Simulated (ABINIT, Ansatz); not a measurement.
## SF6 (Im-3m): G0W0 on several meshes in ABINIT

Wanted: mesh dependence and cost of G0W0 for SF6 (Im-3m).

Calculated with ABINIT 10.8.3; LDA and many-body steps on it, plane waves.

## 1. Starting point

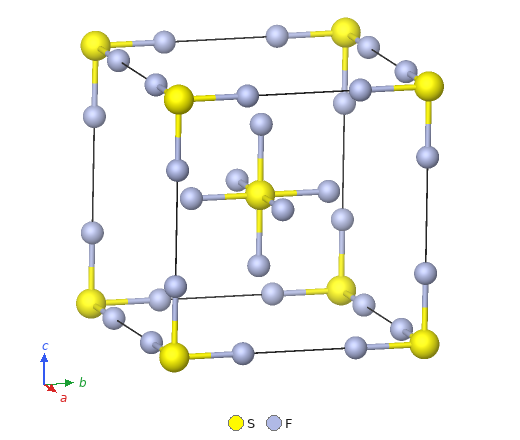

The starting structure, seen slightly off an axis (sulfur yellow, fluorine light blue). This picture shows the conventional cell, with its axes. Some periodic images of atoms are drawn too.

The cell and positions are those that the Materials Project relaxed with its own functionals (PBE, PBE+U or r2SCAN), kept fixed.

## 2. Empty states on the mesh, 2×2×2 mesh, 194 bands

This step: ABINIT 10.8.3; DFT, LDA, plane waves, norm-conserving pseudopotentials.

The sums over transitions need many empty states on a uniform mesh; this step solves for them.

Input file run.abi:

```
acell 3*1.0 Angstrom
rprim 
  -2.873504736200 2.873504736200 2.873504736200
  2.873504736200 -2.873504736200 2.873504736200
  2.873504736200 2.873504736200 -2.873504736200
ntypat 2
znucl 16 9
natom 7
typat 1 2 2 2 2 2 2
xred 
  0.000000000000 0.000000000000 0.000000000000
  0.725627210000 0.725627210000 0.000000000000
  0.274372790000 0.274372790000 0.000000000000
  0.000000000000 0.274372790000 0.274372790000
  0.000000000000 0.725627210000 0.725627210000
  0.725627210000 0.000000000000 0.725627210000
  0.274372790000 0.000000000000 0.274372790000
pp_dirpath "pseudos"
pseudos "S.upf, F.upf"
ecut 36
ngkpt 2 2 2
nshiftk 1
shiftk 0 0 0
kptopt 1
chksymbreak 0
iscf -2
irdden 1
istwfk *1
nband 194
nbdbuf 16
tolwfr 1e-09
nstep 60
prtvol 0
indata_prefix "in"
outdata_prefix "out"
tmpdata_prefix "tmp"
```

Started as:

```
$ OMP_NUM_THREADS=1 mpirun -n 3 abinit run.abi > log
```

Numbers of over 12 decimals in the logs are rounded to 6 here.

The program printed:

```text
.Version 10.8.3 of ABINIT. v10.8.2 released Aug 2026.

 Symmetries : space group Im -3 m (#229); Bravais cI (body-center cubic)
[... echo of the input left out ...]
== DATASET  1 ==================================================================
-   mpi_nproc: 3, omp_nthreads: 1 (-1 if OMP is not activated)

--- !DatasetInfo
iteration_state: {dtset: 1, }
dimensions: {natom: 7, nkpt: 3, mband: 194, nsppol: 1, nspinor: 1, nspden: 1, mpw: 6620, }
cutoff_energies: {ecut:  36.0, pawecutdg:  -1.0, }
[...]
2.82056    2.82056    2.82056    2.82556    2.86753    2.89528    2.89528    2.90502
   2.90502    2.90502    2.94872    2.94873    2.96599    2.96653    2.96654    2.96662
   2.97483    2.97491
 prteigrs : prtvol=0 or 1, do not print more k-points.

== END DATASET(S) ==============================================================
================================================================================

 -outvars: echo values of variables after computation  --------
            nband         194
             nkpt           3
          spgroup         229
 [... the other variables as echoed above ...]

 Calculation completed.
```

Run time: 94 s. Hardware: 3 MPI ranks of Intel Xeon Platinum 8259CL at 2.50GHz (Skylake/Cascade Lake), shared host; peak memory 0.36 GiB; 4.7 min of CPU time.

Numbers from this step:

| Quantity | Value |
| --- | --- |
| gap | 6.132 eV |
| k of the valence top | 0, 0, 0 |
| k of the conduction bottom | 0, 0, 0 |
| least direct gap | 6.132 eV |
| k points computed | 3 |
| lowest point of the top converged band, above the valence top | 80.1982 eV |

On this mesh the gap is 6.132 eV.

The density comes from a self-consistent run that is not shown.

## 3. Screening, 2×2×2 mesh, 86 bands, screening to 114.3 eV

The RPA dielectric matrix is built and inverted for each q.

This step: RPA screening on LDA, plane waves, norm-conserving pseudopotentials.

Changes to run.abi since step 2:

```diff
@@ -25,10 +25,11 @@
 chksymbreak 0
-iscf -2
-irdden 1
 istwfk *1
-nband 194
-nbdbuf 16
-tolwfr 1e-09
-nstep 60
-prtvol 0
+occopt 1
+irdwfk 1
+optdriver 3
+nband 86
+ecuteps 4.2
+inclvkb 2
+awtr 1
+symchi 1
 indata_prefix "in"
@@ -36 +37,2 @@
 tmpdata_prefix "tmp"
+fftgw 31
```

Started as:

```
$ OMP_NUM_THREADS=1 mpirun -n 4 abinit run.abi > log
```

The program printed:

```text
.Version 10.8.3 of ABINIT. v10.8.2 released Aug 2026.

 Symmetries : space group Im -3 m (#229); Bravais cI (body-center cubic)
[... echo of the input left out ...]
== DATASET  1 ==================================================================
-   mpi_nproc: 4, omp_nthreads: 1 (-1 if OMP is not activated)

--- !DatasetInfo
iteration_state: {dtset: 1, }
dimensions: {natom: 7, nkpt: 3, mband: 86, nsppol: 1, nspinor: 1, nspden: 1, mpw: 6620, }
cutoff_energies: {ecut:  36.0, pawecutdg:  -1.0, }
electrons: {nelect:   4.80000000E+01, charge:   0.00000000E+00, occopt:   1.00000000E+00, tsmear:   1.00000000E-02, }

 SCREENING: Calculation of the susceptibility and dielectric matrices

 Based on a program developped by R.W. Godby, V. Olevano, G. Onida, and L. Reining.
 Incorporated in ABINIT by V. Olevano, G.-M. Rignanese, and M. Torrent.
.Using double precision arithmetic ; gwpc =  8

[... cell and pseudopotentials left out ...]
--------------------------------------------------------------------------------

 ==== K-mesh for the wavefunctions ====
 Number of points in the irreducible wedge :     3
[... list of points left out ...]
 Together with 48 symmetry operations and time-reversal symmetry
 yields     8 points in the full Brillouin Zone.

 ==== Q-mesh for the screening function ====
 Number of points in the irreducible wedge :     3
[... list of points left out ...]
 Together with 48 symmetry operations and time-reversal symmetry
 yields     8 points in the full Brillouin Zone.

 setmesh: FFT mesh size selected  =    45x   45x   45
          total number of points  =        91125

 vcoul_init : cutoff-mode = AUXILIARY_FUNCTION
 q-points for optical limit:   1
     1)      0.000010    0.000020    0.000030

- screening: taking advantage of time-reversal symmetry
- Maximum band index for partially occupied states nbvw = 24
- Remaining bands to be divided among processors   nbcw = 62
- Number of bands treated by each node ~15

 Number of electrons calculated from density =   48.0000; Expected =   48.0000
 average of density, n =  0.074946
 r_s =    1.4714
 omega_plasma =   26.4077 [eV]

 calculating chi0 at frequencies [eV] :
  1    0.000000E+00    0.000000E+00
  2    0.000000E+00    2.640767E+01

--------------------------------------------------------------------------------
  q-point number  1        q = ( 0.000000, 0.000000, 0.000000) [r.l.u.]
--------------------------------------------------------------------------------
[... chi0 elements left out ...]
 For q-point:  0.000010 0.000020 0.000030
  dielectric constant =   1.7506
  dielectric constant without local fields =   1.9778

  Average fulfillment of the sum rule on Im[epsilon] for q-point    1 :     33.85  [%]
[... wings left out ...]
  q-point number  2        q = ( 0.500000, 0.000000, 0.000000) [r.l.u.]
--------------------------------------------------------------------------------
[... chi0 elements left out ...]
  Average fulfillment of the sum rule on Im[epsilon] for q-point    2 :     40.27  [%]

 [... 1 further q-points ...]
```

Wall time 31 s (4 MPI ranks); peak memory 1.3 GiB.

Numbers from this step:

```
ε∞ with local fields, on this mesh, along the program's q direction : 1.751
the same without local fields                                       : 1.978
plasma frequency                                                    : 26.41 eV
plane waves in the screening matrix                                 : 249
```

Local fields lower ε∞ by 11 %. On a Γ-centred mesh this coarse the value itself is usually too large, while a short band sum pulls it down.

## 4. 2×2×2

The self-energy is evaluated for the states that the input lists, and the levels follow from it, in one-shot runs by the linearised quasiparticle equation.

This step: G0W0 on LDA, plane waves, norm-conserving pseudopotentials.

Changes to run.abi since step 3:

```diff
@@ -28,8 +28,15 @@
 irdwfk 1
-optdriver 3
+optdriver 4
 nband 86
+gwcalctyp 0
+ecutsigx 36
+symsigma 1
+nkptgw 1
+kptgw 
+  0.0000000000 0.0000000000 0.0000000000
+bdgw 
+  22 26
 ecuteps 4.2
-inclvkb 2
-awtr 1
-symchi 1
+irdscr 1
+ppmodel 1
 indata_prefix "in"
```

The program printed:

```text
.Version 10.8.3 of ABINIT. v10.8.2 released Aug 2026.

 Symmetries : space group Im -3 m (#229); Bravais cI (body-center cubic)
[... echo of the input left out ...]
== DATASET  1 ==================================================================
-   mpi_nproc: 4, omp_nthreads: 1 (-1 if OMP is not activated)

--- !DatasetInfo
iteration_state: {dtset: 1, }
dimensions: {natom: 7, nkpt: 3, mband: 86, nsppol: 1, nspinor: 1, nspden: 1, mpw: 6620, }
cutoff_energies: {ecut:  36.0, pawecutdg:  -1.0, }
electrons: {nelect:   4.80000000E+01, charge:   0.00000000E+00, occopt:   1.00000000E+00, tsmear:   1.00000000E-02, }

 SIGMA: Calculation of the GW corrections

 Based on a program developped by R.W. Godby, V. Olevano, G. Onida, and L. Reining.
 Incorporated in ABINIT by V. Olevano, G.-M. Rignanese, and M. Torrent.
.Using double precision arithmetic ; gwpc =  8

[... cell and pseudopotentials left out ...]
--------------------------------------------------------------------------------

 ==== K-mesh for the wavefunctions ====
 Number of points in the irreducible wedge :     3
[... list of points left out ...]
 Together with 48 symmetry operations and time-reversal symmetry
 yields     8 points in the full Brillouin Zone.

 ==== Q-mesh for screening function ====
 Number of points in the irreducible wedge :     3
[... list of points left out ...]
 Together with 48 symmetry operations and time-reversal symmetry
 yields     8 points in the full Brillouin Zone.

 vcoul_init : cutoff-mode = AUXILIARY_FUNCTION
 q-points for optical limit:   1
     1)      0.000010    0.000020    0.000030
 setmesh: FFT mesh size selected  =    45x   45x   45
          total number of points  =        91125

 Number of electrons calculated from density =   48.0000; Expected =   48.0000
 average of density, n =  0.074946
 r_s =    1.4714
 omega_plasma =   26.4077 [eV]

 === KS Band Gaps ===
  >>>> For spin  1
   Minimum direct gap =   6.1318 [eV], located at k-point      :   0.0000  0.0000  0.0000
   Fundamental gap    =   6.1318 [eV], Top of valence bands at :   0.0000  0.0000  0.0000
                                       Bottom of conduction at :   0.0000  0.0000  0.0000
 SIGMA fundamental parameters:
 PLASMON POLE MODEL  1
 number of plane-waves for SigmaX                 6603
 number of plane-waves for SigmaC and W            249
 number of plane-waves for wavefunctions          6603
 number of bands                                    86
 number of independent spin polarizations            1
 number of spinorial components                      1
 number of k-points in IBZ                           3
 number of q-points in IBZ                           3
 number of symmetry operations                      48
 number of k-points in BZ                            8
 number of q-points in BZ                            8
 number of frequencies for dSigma/dE                 9
 frequency step for dSigma/dE [eV]                0.25
 number of omega for Sigma on real axis              0
 max omega for Sigma on real axis  [eV]           0.00
 zcut for avoiding poles [eV]                     0.10

 EPSILON^-1 parameters (SCR file):
 dimension of the eps^-1 matrix on file            249
 dimension of the eps^-1 matrix used               249
 number of plane-waves for wavefunctions          6603
 number of bands                                    86
 number of q-points in IBZ                           3
 number of frequencies                               2
 number of real frequencies                          1
 number of imag frequencies                          1

 matrix elements of self-energy operator (all in [eV])

 Perturbative Calculation

--- !SelfEnergy_ee
iteration_state: {dtset: 1, }
kpoint     : [   0.000,    0.000,    0.000, ]
spin       : 1
KS_gap     :    6.132
QP_gap     :   11.998
Delta_QP_KS:    5.866
data: !SigmaeeData |
     Band     E0 <VxcDFT>   SigX SigC(E0)      Z dSigC/dE  Sig(E)    E-E0       E
       22  -3.665 -23.540 -31.261   4.923   0.839  -0.192 -25.887  -2.347  -6.012
       23  -3.665 -23.540 -31.261   4.923   0.839  -0.192 -25.887  -2.347  -6.012
       24  -3.665 -23.540 -31.261   4.923   0.839  -0.192 -25.887  -2.347  -6.012
       25   2.467 -18.486 -12.553  -1.920   0.877  -0.140 -14.966   3.520   5.986
       26   6.635 -10.216  -5.170  -2.141   0.909  -0.100  -7.576   2.640   9.275

== END DATASET(S) ==============================================================
================================================================================

 -outvars: echo values of variables after computation  --------
           etotal      0.0000000000E+00
            nband          86
             nkpt           3
          spgroup         229
 [... the other variables as echoed above ...]

 Calculation completed.
```

The job ended after 7.3 s (4 MPI ranks; peak memory 0.89 GiB; 28 s of CPU time).

This step gave:

```
G0W0 gap on the points computed              : 12.00 eV
starting gap on the mesh                     : 6.132 eV
k of the valence top                         : 0, 0, 0
k of the conduction bottom                   : 0, 0, 0
Z at the valence top                         : 0.839
Z at the conduction bottom                   : 0.877
least direct G0W0 gap on the computed points : 12.00 eV
```

The gap on the mesh goes from 6.13 eV to 12.00 eV, a correction of +5.87 eV.

## 5. Empty states on the mesh, 4×4×4 mesh, 94 bands

This step: DFT, LDA, plane waves, norm-conserving pseudopotentials.

Changes to run.abi since step 4:

```diff
@@ -20,3 +20,3 @@
 ecut 36
-ngkpt 2 2 2
+ngkpt 4 4 4
 nshiftk 1
@@ -25,18 +25,10 @@
 chksymbreak 0
+iscf -2
+irdden 1
 istwfk *1
-occopt 1
-irdwfk 1
-optdriver 4
-nband 86
-gwcalctyp 0
-ecutsigx 36
-symsigma 1
-nkptgw 1
-kptgw 
-  0.0000000000 0.0000000000 0.0000000000
-bdgw 
-  22 26
-ecuteps 4.2
-irdscr 1
-ppmodel 1
+nband 94
+nbdbuf 8
+tolwfr 1e-09
+nstep 60
+prtvol 0
 indata_prefix "in"
@@ -44,2 +36 @@
 tmpdata_prefix "tmp"
-fftgw 31
```

The program printed:

```text
.Version 10.8.3 of ABINIT. v10.8.2 released Aug 2026.

 Symmetries : space group Im -3 m (#229); Bravais cI (body-center cubic)
[... echo of the input left out ...]
== DATASET  1 ==================================================================
-   mpi_nproc: 4, omp_nthreads: 1 (-1 if OMP is not activated)

--- !DatasetInfo
iteration_state: {dtset: 1, }
dimensions: {natom: 7, nkpt: 8, mband: 94, nsppol: 1, nspinor: 1, nspden: 1, mpw: 6632, }
cutoff_energies: {ecut:  36.0, pawecutdg:  -1.0, }
[...]
1.34832    1.37375    1.37375    1.37375    1.38148    1.38148    1.38148    1.49127
   1.49127    1.49127    1.50617    1.52244    1.52244    1.52244    1.54200    1.54200
   1.54200    1.57199    1.57199    1.66562    1.66563    1.66600
 prteigrs : prtvol=0 or 1, do not print more k-points.

== END DATASET(S) ==============================================================
================================================================================

 -outvars: echo values of variables after computation  --------
            nband          94
             nkpt           8
          spgroup         229
 [... the other variables as echoed above ...]

 Calculation completed.
```

Run time: 83 s. Hardware: 4 MPI ranks; peak memory 0.43 GiB; 5.5 min of CPU time.

Numbers from this step:

| Item | Value |
| --- | --- |
| gap | 6.132 eV |
| k of the valence top | 0, 0, 0 |
| k of the conduction bottom | 0, 0, 0 |
| least direct gap | 6.132 eV |
| k points computed | 8 |
| lowest point of the top converged band, above the valence top | 44.73 eV |

On this mesh the gap is 6.132 eV.

(Part 1 of 2 ends here.)

[Paths, hosts, dates, memory and timing lines, banners, echoed tables and standing remarks are left out of the program output.]

[Logs are printed without paths, hosts, clocks, repeated set-up lines and the standing remarks that a program may print on its own settings, such as how far it seeks lower states.]

[Runs of the session that timed out or met a known fault of the program may be left out.]

[Hosts, paths, dates, database ids (printed as entryN), source tags and the programs' standing remarks are cut or masked in the printed files.]

[G0W0 gaps are taken among the corrected bands and points alone; a level outside them can change the order at an edge.]

[Where Ansatz stands beside ABINIT at settings called matched, ABINIT's density can come from a denser mesh and the files from another edition; pairs whose starting gaps differed by over 0.03 eV were left out, so agreement reads better than it is.]
